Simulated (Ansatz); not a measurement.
# TiAl3 (I4/mmm): relaxation of cell and ions in Python

Aim: a relaxation of cell and ions, for TiAl3 (I4/mmm), run from a script.

Computed with Ansatz 0.2.0, driven from Python. Level of theory: DFT PBE, plane waves, PAW.

## Step 1: The structure

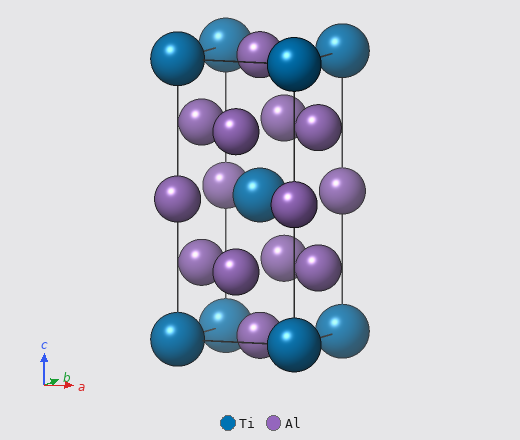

The starting structure, viewed slightly off an axis; titanium blue, aluminium purple. The cell is the conventional one. Atoms on cell faces are repeated.

The script holds or builds the structure itself.

## Step 2: The code

The input, vcrelax_tial3.py:

```python
"""Relax cell and ions of TiAl3."""

import ansatz as az
from ase import Atoms
from ase.data import atomic_numbers
from ase.io import write
import numpy as np
import spglib

def edges_and_angles(cell):
    cell = np.asarray(cell)
    a, b, c = np.linalg.norm(cell, axis=1)
    cosines = cell[1] @ cell[2] / (b * c), cell[0] @ cell[2] / (a * c), cell[0] @ cell[1] / (a * b)
    return (a, b, c, *np.degrees(np.arccos(cosines)))

system = (
    az.Lattice.of((-1.91110677, 1.91110677, 4.28066879), (1.91110677, -1.91110677, 4.28066879), (1.91110677, 1.91110677, -4.28066879))
    .atom("Ti", (0.0, 0.0, 0.0))
    .atom("Al", (0.5, 0.5, 0.0))
    .atom("Al", (0.75, 0.25, 0.5))
    .atom("Al", (0.25, 0.75, 0.5))
)

# every cell quantity that the symmetry leaves free
calculation = (
    system.calculation()
    .occupations(az.OccupationsMethod.FERMI_DIRAC, width=0.15)
    .kpoints(density=3.7)
    .pseudopotentials("paw")
    .functional("pbe")
    .relax(force_tolerance=0.05, cell=True, stress_tolerance=0.1)
)
steps = []


def follow(event):
    if event["event"] != "relax_step":
        return
    row = event["data"]
    steps.append(row)
    print(f"step {row['step']:3d}  E = {row['lagrangian_ev']:.5f} eV  largest force component = {row['allowed_force_max_ev_ang']:.4f} eV/A  P = {row['pressure_gpa']:.3f} GPa")


result = calculation.session().plan(threads=1).execute(on_event=follow)
r = result.report

first, last = steps[0], steps[-1]
symbols = [site.symbol for site in result.lattice.sites]
print(f"energy gained {first['lagrangian_ev'] - last['lagrangian_ev']:.4f} eV in {len(steps) - 1} steps")
for label, vectors in (("before", first["cell_ang"]), ("after", result.lattice.cell_ang)):
    print(label, "a b c (A) {:.4f} {:.4f} {:.4f}  angles {:.2f} {:.2f} {:.2f}".format(*edges_and_angles(vectors)), f" V = {abs(np.linalg.det(vectors)):.3f} A^3")
print("final stress xx yy zz (GPa, compression positive):", np.round(np.diag(r["stress_gpa"]), 3) + 0.0)

relaxed = Atoms(symbols, positions=[site.position_ang for site in result.lattice.sites], cell=result.lattice.cell_ang, pbc=True)
write("relaxed.vasp", relaxed, format="vasp")

print("atom   start x y z (A)              end x y z (A)")
for symbol, a, b in zip(symbols, first["positions_ang"], last["positions_ang"]):
    print(f"{symbol:3s}", " ".join(f"{v:8.4f}" for v in a), "  ", " ".join(f"{v:8.4f}" for v in b))

fractions = [site.position_frac for site in result.lattice.sites]
numbers = [atomic_numbers[s] for s in symbols]
for tolerance in (1e-3, 1e-2, 1e-1):
    print(f"space group at {tolerance} A:", spglib.get_spacegroup((result.lattice.cell_ang, fractions, numbers), symprec=tolerance))

for key in ("converged", "n_iterations", "n_electrons", "n_kpoints", "n_pw", "n_symmetry_ops", "free_energy_ev", "fermi_energy_ev"):
    print(f"{key:18s} {r[key]}")
```

## Step 3: The run

Command:

```
python vcrelax_tial3.py
```

What it wrote:

```text
DeckWarning: basis.ecutwfc = 420 eV, auto-derived from the records' recommended cutoffs: set by Ti (normal level)
step   1  E = -4113.81840 eV  largest force component = 0.0000 eV/A  P = 2.245 GPa
step   2  E = -4113.82564 eV  largest force component = 0.0000 eV/A  P = -0.738 GPa
step   3  E = -4113.82701 eV  largest force component = 0.0000 eV/A  P = -0.021 GPa
step   4  E = -4113.82752 eV  largest force component = 0.0000 eV/A  P = -0.008 GPa
energy gained 0.0091 eV in 3 steps
before a b c (A) 5.0625 5.0625 5.0625  angles 135.64 135.64 64.53  V = 62.538 A^3
after a b c (A) 5.0906 5.0906 5.0906  angles 135.53 135.53 64.71  V = 63.831 A^3
final stress xx yy zz (GPa, compression positive): [-0.027 -0.027  0.03 ]
atom   start x y z (A)              end x y z (A)
Ti    0.0000   0.0000   0.0000      0.0000   0.0000   0.0000
Al    0.0000   0.0000   4.2807      0.0000   0.0000   4.3003
Al    0.0000   1.9111   2.1403     -0.0000   1.9263   2.1502
Al    1.9111   0.0000   2.1403      1.9263   0.0000   2.1502
space group at 0.001 A: I4/mmm (139)
space group at 0.01 A: I4/mmm (139)
space group at 0.1 A: I4/mmm (139)
converged          True
n_iterations       7
n_electrons        21.0
n_kpoints          75
n_pw               1299
n_symmetry_ops     16
free_energy_ev     -4113.8275194364705
fermi_energy_ev    9.516440169258958
```

(Warnings from the package without file and line.)

Run time: 17 s. Hardware: 1 thread of Arm Neoverse V1, shared host; peak memory 0.52 GiB.

It wrote relaxed.vasp:

```text
Ti Al
 1.0000000000000000
    -1.9263477539112139    1.9263477539112139    4.3003461967551440
     1.9263477539112139   -1.9263477539112139    4.3003461967551440
     1.9263477539112139    1.9263477539112139   -4.3003461967551440
 Ti  Al
   1   3
Cartesian
  0.0000000000000000  0.0000000000000000  0.0000000000000000
  0.0000000000000000  0.0000000000000000  4.3003461967551440
 -0.0000000000000000  1.9263477539112139  2.1501730983775720
  1.9263477539112139  0.0000000000000000  2.1501730983775720
```

Lines on the test bed's own set-up are left out of the output.

## Step 4: What the engine kept of the run

The report of the run holds:

| item | value |
| --- | --- |
| SCF cycles in all | 25 |
| k-points solved | 75 |
| plane waves | 1299 |
| bands | 16 |
| valence electrons | 21 |
| free energy (eV) | -4113.82752 |
| Fermi level (eV) | 9.516 |
| pressure (GPa; positive when compressed) | -0.01 |

## Step 5: Path of the relaxation

Step by step:

| step | energy from step 1 (eV/cell) | largest force component (eV/Å) | pressure (GPa) | volume (Å³) |
| --- | --- | --- | --- | --- |
| 1 | 0.0000 | 0.0000 | 2.25 | 62.54 |
| 2 | -0.0072 | 0.0000 | -0.74 | 64.28 |
| 3 | -0.0086 | 0.0000 | -0.02 | 63.83 |
| 4 | -0.0091 | 0.0000 | -0.01 | 63.83 |

Step 1 is the start. Step 4 repeats the geometry before it on a plane-wave basis chosen anew for that cell, so its energy need not be comparable with the rows above.

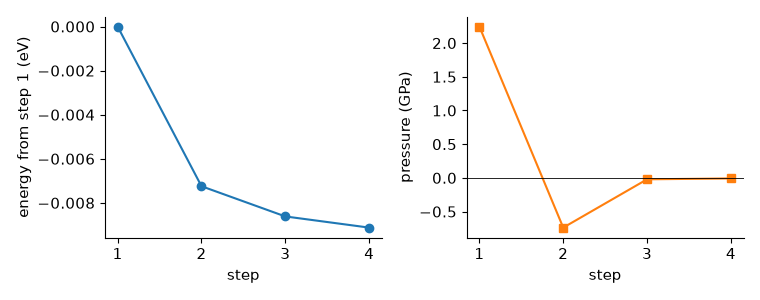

Energy and pressure along the relaxation.

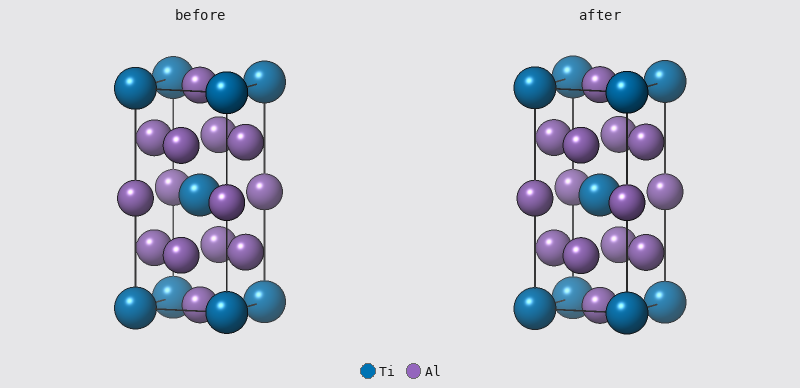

Before and after, at one scale. The change is too small to see at this scale.

Lengths and angles in the start's conventional setting:

|  | before | after | change |
| --- | --- | --- | --- |
| a (Å) | 3.822 | 3.853 | +0.8 % |
| b (Å) | 3.822 | 3.853 | +0.8 % |
| c (Å) | 8.561 | 8.601 | +0.5 % |
| volume (Å³/atom) | 15.63 | 15.96 | +2.1 % |
| shortest distance (Å) | 2.703 | 2.724 | +0.8 % |
| space group (0.01 Å) | I4/mmm | I4/mmm | same |

Forces and stress were held to the start's 16 operations: a distortion of lower symmetry was not tested.

## Step 6: Results

```
                                         quantity                                                                      value
                                      free energy                                         -4113.8275 eV (-1028.4569 eV/atom)
                          moves of the relaxation                                                                          2
energy gained (ahead of the last change of basis)                                                               2.2 meV/atom
                     last largest force component                                                                0.0000 eV/Å
                        relaxed conventional cell  a = 3.853 Å, b = 3.853 Å, c = 8.601 Å, α = 90.00°, β = 90.00°, γ = 90.00°
                           space group at the end                                                                     I4/mmm
```

In words: The volume grew by 2.1 % over 2 moves, and the space group stayed I4/mmm. Notes:
- The run is spin-unpolarised.
- Forces vanish by symmetry, so the ions can't move, and the end may be a saddle.
- The mesh is modest for a metal, so energies can be off by several to tens of meV an atom and pressures by half a GPa or more; differences at equal mesh fare better.
- Only differences from the Fermi energy are physical; the zero of the scale is a convention.
- Energies along a relaxation are free energies. Rows at an unchanged volume are solved on a plane-wave basis chosen afresh for that cell, so the energy jumps there and such rows are no steps of the walk.
- The smearing is wide enough that free energy and stress hold a thermal part of the electrons.
- Edges and angles that the script prints are those of the cell as typed, here a primitive one.
- The structure comes from a database of computed cells and needn't be a stable or known phase.
